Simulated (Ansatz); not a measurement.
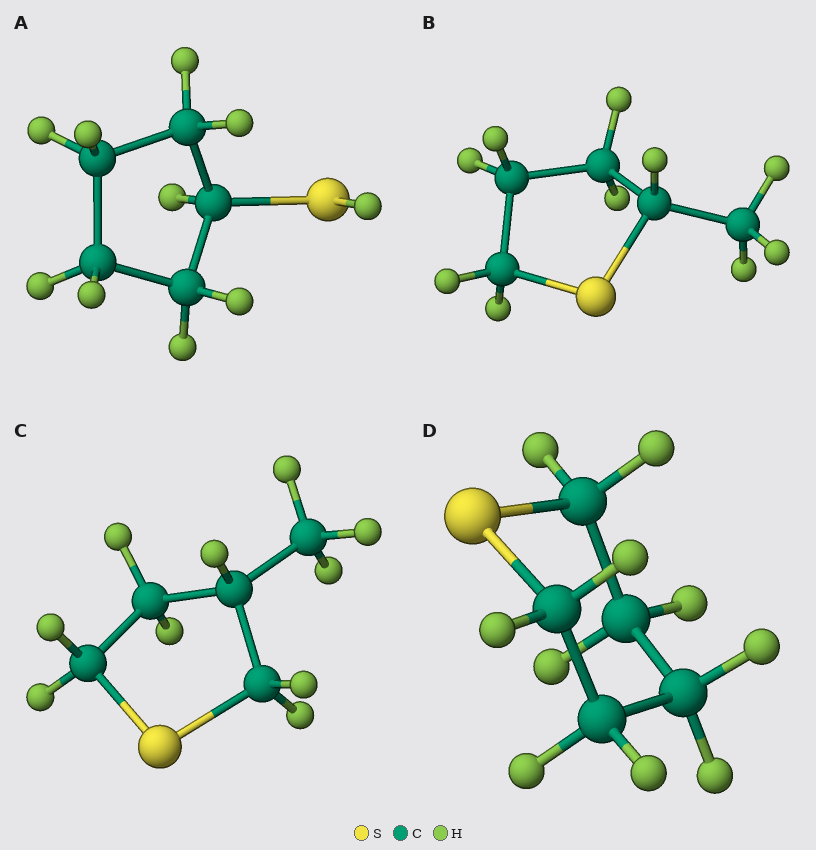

```sh
ansatz run in.yaml --threads 2 --pin off --events-out ev --progress --plain --max-ram 22528MiB --backend cuda --devices 0, --max-vram 18GiB
```

```yaml
crystal:
  periodic: [false, false, false]
  atoms:
    - {symbol: C, position_ang: [-0.219967, -0.188032, 1.880307]}
    - {symbol: C, position_ang: [0.190756, 0.251547, 0.487198]}
    - {symbol: C, position_ang: [0.404118, -0.903418, -0.482304]}
    - {symbol: C, position_ang: [0.634039, -0.294755, -1.853715]}
    - {symbol: S, position_ang: [-0.482914, 1.142811, -1.957481]}
    - {symbol: C, position_ang: [-0.848044, 1.147236, -0.176421]}
    - {symbol: H, position_ang: [0.549879, -0.812548, 2.340122]}
    - {symbol: H, position_ang: [-1.146267, -0.769252, 1.845386]}
    - {symbol: H, position_ang: [-0.388017, 0.669827, 2.535805]}
    - {symbol: H, position_ang: [1.129666, 0.815978, 0.549935]}
    - {symbol: H, position_ang: [-0.495353, -1.529071, -0.497497]}
    - {symbol: H, position_ang: [1.243458, -1.537644, -0.182269]}
    - {symbol: H, position_ang: [1.666512, 0.042257, -1.969253]}
    - {symbol: H, position_ang: [0.404784, -0.985569, -2.665605]}
    - {symbol: H, position_ang: [-1.855387, 0.756305, -0.007242]}
    - {symbol: H, position_ang: [-0.810060, 2.171527, 0.197435]}
basis:
  gaussian: {orbitals: def2-TZVPP}
hamiltonian: {xc: lda}
output: {orbitals: {seedname: orbitals}}
```

Which picture belongs to the input above?

Answer. C. The file holds C5H10S, `C[C@H]1CCSC1`.
